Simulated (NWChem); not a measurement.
# CH6N2 (methylhydrazine): PBE/cc-pVDZ

What is the vertical ionisation energy of CH6N2 (methylhydrazine) at PBE/cc-pVDZ? 

Program for the calculation: NWChem 7.3.0.

## 1. The structure to begin with

The species is CH6N2 (9 atoms), meant as a singlet with charge 0. As SMILES, `CNN`. Geometry: relaxed at PBE0-D4/def2-TZVP. This is one conformer, not always the lowest.

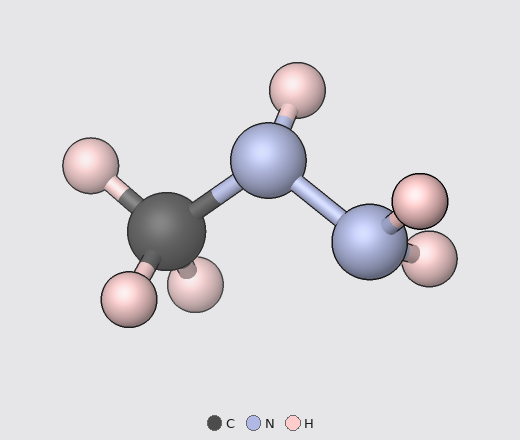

Viewed from a chosen angle; carbon dark grey, nitrogen light blue, hydrogen pink.

## 2. The energy at PBE/cc-pVDZ

Contents of calc.xyz:

```xyz
9

C     -0.632300     0.772800    -0.416900
N      0.617000     0.174400    -0.007000
N      0.386900    -0.878100     0.905200
H     -1.339400     0.063700    -0.877000
H     -0.423200     1.566400    -1.138500
H     -1.118900     1.213000     0.454700
H      1.126500    -0.146800    -0.824300
H      0.164900    -1.755100     0.439600
H      1.218500    -1.010300     1.464200
```

Contents of calc.nw:

```
start calc
memory stack 880 mb heap 220 mb global 1100 mb
charge 0

geometry units angstrom noautosym nocenter noautoz
 load calc.xyz
end

basis spherical bse
 * library cc-pVDZ
end

dft
 xc xpbe96 cpbe96
 grid xfine
 convergence energy 1e-08
 iterations 100
 mulliken
 print low
end

task dft energy
```

Run with:

```console
$ nwchem calc.nw > calc.out
```

Standard output, cut to the lines that bear on the results:

```text
[...]
 d= 0,ls=0.0,diis     1   -150.9467396702 -2.36D+02  9.37D-03  3.51D-01     2.4
[...]
 d= 0,ls=0.0,diis    10   -150.9811235632 -1.68D-09  1.15D-07  9.15D-11    20.7
         Total DFT energy =     -150.981123563152
      One electron energy =     -371.178355824581
           Coulomb energy =      156.956790784497
    Exchange-Corr. energy =      -21.323044392320
 Nuclear repulsion energy =       84.563485869253
[...]
      Total Density - Mulliken Population Analysis
     ---------------------------------------------
    Atom       Charge   Shell Charges
 -----------   ------   -------------------------------------------------------
    1 C    6     5.95   2.02  0.67  0.34  2.11  0.75  0.07
    2 N    7     7.19   2.01  0.76  0.70  2.41  1.27  0.05
    3 N    7     7.12   2.01  0.77  0.61  2.41  1.28  0.04
    4 H    1     1.01   0.75  0.23  0.03
    5 H    1     0.98   0.75  0.21  0.03
    6 H    1     0.97   0.74  0.19  0.03
    7 H    1     0.93   0.75  0.13  0.05
    8 H    1     0.93   0.74  0.14  0.05
    9 H    1     0.92   0.74  0.12  0.05
[...]
```

Run time: 21 s. Hardware: 1 thread of AMD EPYC 9R45 (Zen 5), shared host; peak memory 0.14 GiB.

## 3. The doublet cation at the same level

Contents of calc.nw:

```
start calc
title "CH6N2"
memory stack 880 mb heap 220 mb global 1100 mb
charge 1

geometry units angstrom noautosym nocenter noautoz
  C    -0.632300    0.772800   -0.416900
  N     0.617000    0.174400   -0.007000
  N     0.386900   -0.878100    0.905200
  H    -1.339400    0.063700   -0.877000
  H    -0.423200    1.566400   -1.138500
  H    -1.118900    1.213000    0.454700
  H     1.126500   -0.146800   -0.824300
  H     0.164900   -1.755100    0.439600
  H     1.218500   -1.010300    1.464200
end

basis "ao basis" spherical bse
  * library cc-pVDZ
end

dft
  xc xpbe96 cpbe96
  mult 2
  grid xfine
  convergence energy 1e-08
  maxiter 100
  mulliken
  noprint "final vectors analysis"
end

task dft energy
```

Run with:

```console
$ nwchem calc.nw > calc.out
```

Standard output, cut to the lines that bear on the results:

```text
[...]
          Wavefunction type:  spin polarized.
          No. of atoms     :     9
          No. of electrons :    25
[...]
          Charge           :     1
          Spin multiplicity:     2
[...]
          AO basis - number of functions:    72
[...]
              XC Information
              --------------
          PerdewBurkeErnzerhof Exchange Functional  1.000
            Perdew 1991 LDA Correlation Functional  1.000 local
           PerdewBurkeErnz. Correlation Functional  1.000 non-local
[...]
 d= 0,ls=0.0,diis     1   -150.5789122987 -2.35D+02  7.26D-03  2.19D-01     3.5
[...]
 d= 0,ls=0.0,diis    14   -150.6646625848 -4.95D-09  1.22D-07  1.35D-09    45.5
[...]
         Total DFT energy =     -150.664662584815
      One electron energy =     -363.695680069960
           Coulomb energy =      149.431377962144
    Exchange-Corr. energy =      -20.963846346251
 Nuclear repulsion energy =       84.563485869253
[...]
      Total Density - Mulliken Population Analysis
     ---------------------------------------------
    Atom       Charge   Shell Charges
 -----------   ------   -------------------------------------------------------
    1 C    6     6.00   2.02  0.67  0.38  2.13  0.75  0.05
    2 N    7     6.99   2.01  0.78  0.69  2.36  1.10  0.05
    3 N    7     6.97   2.01  0.78  0.61  2.40  1.14  0.03
    4 H    1     0.86   0.70  0.13  0.03
    5 H    1     0.88   0.72  0.12  0.03
    6 H    1     0.86   0.72  0.11  0.03
    7 H    1     0.81   0.69  0.06  0.05
    8 H    1     0.82   0.69  0.07  0.06
    9 H    1     0.83   0.71  0.07  0.05
[...]
      <S2> =      0.7516 (Exact =     0.7500)
[...]
```

Wall time 46 s (1 thread of AMD EPYC 9R45 (Zen 5), shared host); peak memory 0.14 GiB.

## 4. Results

Level: PBE/cc-pVDZ.

| quantity | value |
| --- | --- |
| singlet CH6N2: total energy | -150.98112 Eh |
| doublet cation: total energy | -150.66466 Eh |
| doublet cation: ⟨S²⟩ | 0.752 |
| vertical ionisation energy (to the doublet cation) | 8.611 eV |

The vertical ionisation energy comes to 8.61 eV (831 kJ/mol).
